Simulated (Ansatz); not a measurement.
# WC (P-6m2): phonon-mediated transition temperature, part 2 of 2

What Tc do the phonons of WC (P-6m2) give, and how does it depend on μ*? The cell shown first is a relaxed one, from steps not shown here.

Ansatz 0.2.0; DFT PBE, scalar-relativistic, plane waves, PAW; PAW set soft_1.

So far, log mean phonon energy ħω_log (meV): step 2 (electron–phonon run: q 3×3×3, k 12×12×9, scattering 18×18×16) 39.3; step 3 (k-mesh 12×12×12, scattering mesh 24×24×20, q mesh 6×6×4) 40.9.

### 4. Electron–phonon run: q 6×6×4, k 18×18×20, scattering 30×30×24

The next rung changes the k mesh of the density and its response; the scattering mesh, which samples the Fermi surface.

File input.yaml:

```yaml
crystal:
  lattice:
    - [2.9218771995, 0.0, 0.0]
    - [-1.4609385998, 2.5304198815, 0.0]
    - [0.0, 0.0, 2.8478469372]
  atoms:
    - { symbol: W, position: [0.0, 0.0, 0.0] }
    - { symbol: C, position: [0.6666666667, 0.3333333333, 0.5] }
kpoints:
  mp_grid: { grid: [18, 18, 20] }
hamiltonian:
  xc: pbe
  pseudopotentials: { kind: paw, azcp: { folder: soft_1 } }
scf:
  occupations: { method: methfessel_paxton, width: 0.2 }
output:
  eigenvalues: true
phonons:
  method: dfpt
  qmesh: [6, 6, 4]
  temperatures: { t_max: 1000, t_step: 50 }
  qpath:
    path:
      - [[0.0, 0.0, 0.0], [0.5, 0.0, 0.0], [0.33333333, 0.33333333, 0.0], [0.0, 0.0, 0.0], [0.0, 0.0, 0.5], [0.5, 0.0, 0.5], [0.33333333, 0.33333333, 0.5], [0.0, 0.0, 0.5]]
      - [[0.5, 0.0, 0.5], [0.5, 0.0, 0.0]]
    npoints: 6
  electrical_resistivity:
    mesh: [30, 30, 24]
    temperatures: [20.0, 50.0, 80.0, 100.0, 150.0, 200.0, 273.0, 300.0, 400.0, 500.0, 600.0, 800.0]
  superconductivity: { mesh: [30, 30, 24] }
```

On the command line:

```sh
$ ansatz run input.yaml --threads 16 --pin off --max-ram 92160MiB --backend cuda --events-out ev --progress --plain --runs-dir out --max-vram 78GiB
```

Numbers of over 12 decimals in the logs are rounded to 6 here.

Log:

```text
[...]
Crystal: 2 atoms, lattice volume = 21.056 Å³
Basis set: ecut = 420 eV, 405 PW (Γ), exchange–correlation on 40×40×40 points (8 copies of the dense FFT grid, shifted against one another)
Bands: 13, of which v1, the nominal top of the filled ones, is band 9 counted from 1 (8 counted from 0)
Symmetry: 12 space group operations
k-points: 407 of 6480 (time reversal used)
[...]
SCF iter   1: F=—  HF=-10638.470340 eV  |F-HF|=—  |Δ(HF+E_count)|=         —  Δρ=1.36e-1  dr2=5.31e0  ethr=3.10e-3  ⟨swp⟩=5.0  Hψ=27467  notcnv=0
[...]
SCF iter   2: F=—  HF=-10637.830548 eV  |F-HF|=—  |Δ(HF+E_count)|=   6.40e-1  S|Δr|=    0.00e0  Δρ=9.59e-2  dr2=2.73e0  ethr=3.10e-3  ⟨swp⟩=2.0  Hψ=10142  notcnv=0
[...]
SCF iter   9: F=-10637.157125 eV  HF=-10637.157125 eV  |F-HF|=7.28e-12  |Δ(HF+E_count)|=  9.09e-12  S|Δr|=    0.00e0  Δρ=5.35e-8  dr2=2.45e-13  ethr=1.00e-12  ⟨swp⟩=5.6  Hψ=21349  notcnv=0
SCF 1 converged in 9 iterations: F = -10637.157125 eV  dr2 = 2.45e-13
[...]
SCF iter   2: F=-10637.157125 eV  HF=-10637.157125 eV  |F-HF|=0.00e0  |Δ(HF+E_count)|=  1.58e-10  S|Δr|=    0.00e0  Δρ=6.50e-8  dr2=8.52e-13  ethr=1.00e-12  ⟨swp⟩=5.1  Hψ=19165  notcnv=0
SCF 2 converged in 2 iterations: F = -10637.157125 eV  dr2 = 8.52e-13
[...]
SCF 3 converged in 9 iterations: F = -10637.157125 eV  dr2 = 2.59e-13
[...]
SCF converged after 9 iterations
[...]
vibrations of 144 cells: unjudged by the run; compare a larger repeat
[...]
--- Superconductivity: potentials and phonons of a 6×6×4 supercell ---
           mesh         λ    ħω_log (meV)  μ* declared at (meV)
       30×30×24    0.1569          41.689               57.458
       15×15×12    0.1404          38.686               55.312
  λ by the species' shares of the modes' patterns: W 0.0700, C 0.0869
[...]
0.08      0.000         0.000    none_found    none_found    none_found    none_found     none_found
      0.10      0.000         0.000    none_found    none_found    none_found    none_found     none_found
      0.12      0.000         0.000    none_found    none_found    none_found    none_found     none_found
      0.13      0.000         0.000    none_found    none_found    none_found    none_found     none_found
      0.14      0.000         0.000    none_found    none_found    none_found    none_found     none_found
      0.16          -             -    none_found    none_found    none_found    none_found     none_found
      0.20          -             -    none_found    none_found    none_found    none_found     none_found
  none_found: no transition down to 0.1 K
[...]
vibrations of 144 cells: unjudged by the run; compare a larger repeat
[...]
```

The job ended after 75 s (1 × NVIDIA GB200 with 16 threads of Arm Neoverse V2, shared host; peak memory 6.2 GiB).

Numbers from this step:

| Item | Value |
| --- | --- |
| zero-point energy | 0.1542 eV/cell |
| highest frequency, solved or plainly interpolated | 734.7 cm⁻¹ |
| Debye temperature (second moment) | 871 K |
| resistivity at 300 K | 12.37 μΩ cm, mean of the axes |
| coupling constant λ | 0.1569 |
| density of states at the Fermi level | 0.1517 states/eV a spin and cell |
| log mean phonon energy ħω_log | 41.69 meV |
| transport coupling constant λ_tr | 0.1631, 0.1631, 0.1551 (xx, yy, zz) |
| Drude plasma energy | 3.202, 3.202, 3.126 eV (xx, yy, zz) |
| resistivity times mean free path | 24.94, 24.94, 29.41 × 10⁻¹⁶ Ω m² (xx, yy, zz) |
| second-moment phonon energy ħω₂ | 57.46 meV |
| coupling λ by branch | 0.0231, 0.0275, 0.0194, 0.0519, 0.0175, 0.0174 (branches by rank of frequency) |

An empty cell: under 1 mK by a formula, or no transition down to the floor of the Eliashberg search. Transition temperatures:

```csv
μ*,McMillan Tc (K),Allen–Dynes Tc (K)
0.08,-,-
0.1,-,-
0.12,-,-
0.13,-,-
0.14,-,-
0.16,-,-
0.2,-,-
```

The Eliashberg function α²F has structure finer than the step of the table below, so its rows give means over 5 meV, whole bins alone (the curve runs from 0.357 to 91.0 meV). Peaks (meV: height): α²F 26.0: 0.112, 66.0: 0.187, 74.6: 0.313, 77.4: 0.203, 84.6: 0.209; α²F tr 26.0: 0.151, 29.6: 0.0766, 64.6: 0.165, 73.2: 0.291, 74.6: 0.311, 77.4: 0.267, 84.6: 0.181.

Eliashberg function α²F against phonon energy; means over each step:

```csv
phonon energy (meV),α²F,α²F tr
5,0.00207,0.00105
10,0.00497,0.00410
15,0.00706,0.00578
20,0.0208,0.0198
25,0.0839,0.0994
30,0.0364,0.0452
35,0.00129,0.00158
40,0,0
45,0,0
50,0,0
55,0,0
60,0,0
65,0.138,0.106
70,0.0811,0.0740
75,0.205,0.221
80,0.109,0.136
85,0.107,0.100
```

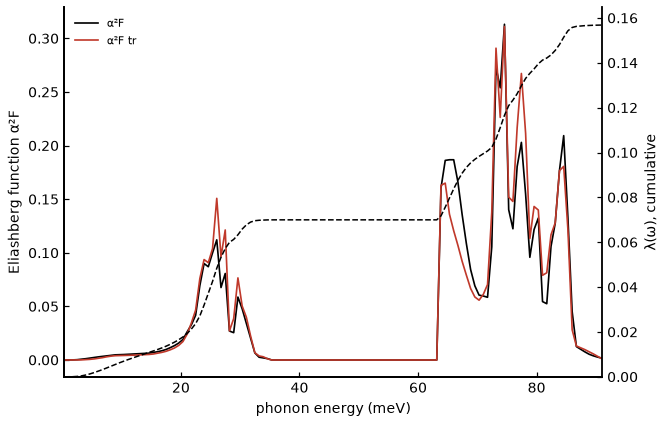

Eliashberg function α²F, plotted against phonon energy. The dashed line is the running λ.

The Eliashberg function α²F has structure finer than the step of the table below, so its rows give means over 5 meV, whole bins alone (the curve runs from 0.357 to 91.0 meV). Peaks (meV: height): α²F 26.0: 0.112, 66.0: 0.187, 74.6: 0.313, 77.4: 0.203, 84.6: 0.209; W 26.0: 0.111, 29.6: 0.0584; C 65.3: 0.185, 74.6: 0.306, 77.4: 0.201, 84.6: 0.208.

Table of Eliashberg function α²F by phonon energy; means over each step:

| phonon energy (meV) | α²F | W | C |
| --- | --- | --- | --- |
| 5 | 0.00207 | 0.00197 | 1.1e-4 |
| 10 | 0.00497 | 0.00470 | 2.9e-4 |
| 15 | 0.00706 | 0.00671 | 3.2e-4 |
| 20 | 0.0208 | 0.0203 | 5.2e-4 |
| 25 | 0.0839 | 0.0831 | 7.3e-4 |
| 30 | 0.0364 | 0.0362 | 2.2e-4 |
| 35 | 0.00129 | 0.00129 | 0 |
| 40 | 0 | 0 | 0 |
| 45 | 0 | 0 | 0 |
| 50 | 0 | 0 | 0 |
| 55 | 0 | 0 | 0 |
| 60 | 0 | 0 | 0 |
| 65 | 0.138 | 0.00107 | 0.136 |
| 70 | 0.0811 | 0.00222 | 0.0788 |
| 75 | 0.205 | 0.00449 | 0.201 |
| 80 | 0.109 | 0.00107 | 0.108 |
| 85 | 0.107 | 6.3e-4 | 0.107 |

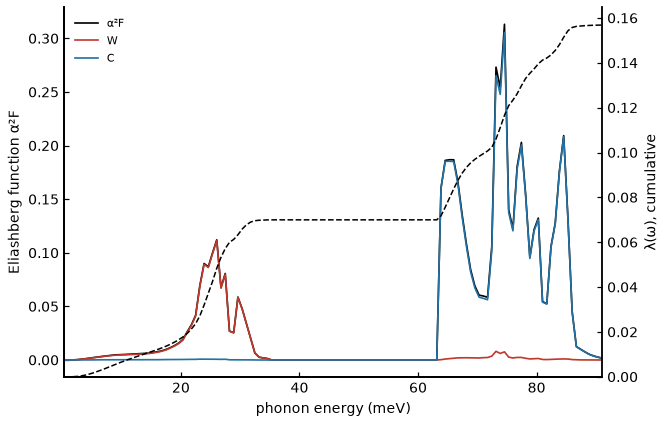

Eliashberg function α²F, plotted against phonon energy. The dashed line is the running λ.

### 5. Outcome

| Item | Value |
| --- | --- |
| meshes | q 6×6×4, k 18×18×20, scattering 30×30×24 |
| coupling constant λ | 0.157 |
| log mean phonon energy ħω_log | 41.7 meV |

In words: In the last run (PBE, q 6×6×4, k 18×18×20, scattering 30×30×24), with λ = 0.16 and ħω_log = 41.7 meV, Tc at μ* = 0.13 is under 1 mK by the formulas. In that run Allen and Dynes's formula gives no transition above 0.05 K at μ* = 0.10 or more. By the run's own test λ is not converged in the fine mesh: it moves by 10 % between the two finest, and by up to 15 % in the other runs. The run's transport test calls it not converged in the mesh; ρ(300 K) moves by 41 % in the component that moves most. Over the runs, λ takes the values 0.146, 0.148 and 0.157, in the order shown. No spin–orbit coupling, which matters for W. μ* is a typed number, phonons are harmonic, and spin fluctuations are left out; with λ this near or under μ*(1 + 0.62 λ), the formulas give Tc only to its order of magnitude, or none.

[Logs are printed without paths, hosts, clocks, repeated set-up lines and the standing remarks that a program may print on its own settings, such as how far it seeks lower states.]

[Hosts, paths, dates, database ids (printed as entryN), source tags and the programs' standing remarks are cut or masked in the printed files.]
